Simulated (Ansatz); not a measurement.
The calculation's input:

```
crystal:
  periodic: [false, false, false]
  atoms:
    - {symbol: Ga, position_ang: [-1.172815, 1.273705, -0.395174]}
    - {symbol: Cl, position_ang: [-2.662890, 2.891897, -0.897417]}
    - {symbol: N, position_ang: [0.788722, 1.512974, -0.020343]}
    - {symbol: Ga, position_ang: [1.287191, -0.019799, -1.223474]}
    - {symbol: Cl, position_ang: [2.922620, -0.045001, -2.777779]}
    - {symbol: N, position_ang: [-0.678803, -0.308252, -1.534854]}
    - {symbol: Ga, position_ang: [-0.820860, -1.574742, 0.021164]}
    - {symbol: Cl, position_ang: [-1.863966, -3.575322, 0.048055]}
    - {symbol: N, position_ang: [-1.236691, 0.019003, 1.175475]}
    - {symbol: Ga, position_ang: [0.706585, 0.320777, 1.597474]}
    - {symbol: Cl, position_ang: [1.603897, 0.728635, 3.627150]}
    - {symbol: N, position_ang: [1.126879, -1.223793, 0.379724]}
    - {symbol: H, position_ang: [1.262923, 2.422627, -0.032563]}
    - {symbol: H, position_ang: [-1.086961, -0.493555, -2.457652]}
    - {symbol: H, position_ang: [-1.980219, 0.030414, 1.882242]}
    - {symbol: H, position_ang: [1.804397, -1.959570, 0.607952]}
basis:
  gaussian: {orbitals: def2-TZVP, fitting: {mean_field: def2-universal-jkfit}, initial_orbitals: start.molden}
total_charge: -1
magnetization: {spin_polarized: true, initial_magnetization: 1}
hamiltonian: {xc: pbe0, dispersion: d4}
scf: {omitted_lower_state_checks: [starts]}
output: {orbitals: {seedname: orbitals}}
```

Run with:

```sh
ansatz run in.yaml --threads 2 --pin off --events-out ev --progress --plain --max-ram 32768MiB --backend cuda --devices 0, --max-vram 18GiB
```

Geometry: PBE-D4/def2-SVP; the highest occupied orbital lies above zero, a sign that basis and functional describe the outermost electron poorly.

The calculation used UKS PBE0-D4/def2-TZVP (Ansatz).

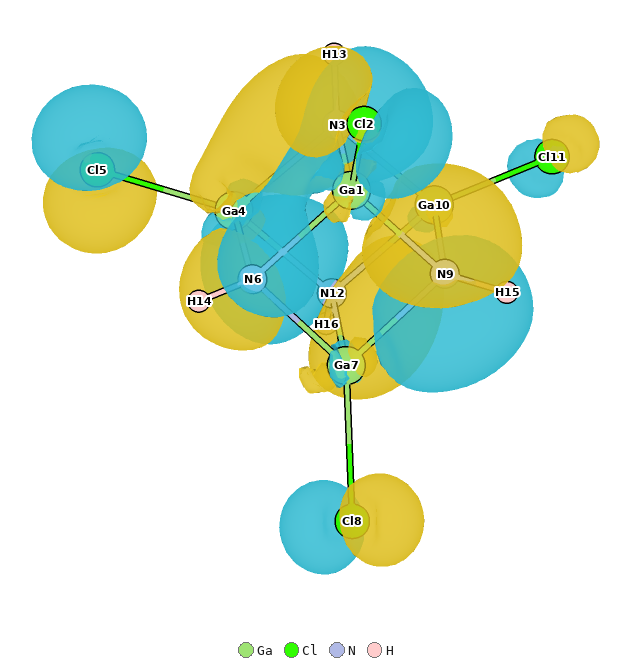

Cl4Ga4H4N4 ((ClGaNH)4 cubane) (charge −1, doublet). The HOMO (β) at ±0.06 Å⁻³ᐟ² (yellow and cyan are the two phases), seen at a tilt.

> Where does this orbital lie, and at what energy?

Its weight (Hirshfeld) is mainly on N9 (about 25 %), N12 (about 25 %), N3 (about 10 %) and N6 (about 10 %). It is one of a degenerate set, so its orientation is arbitrary. Its energy is −4.57 eV.
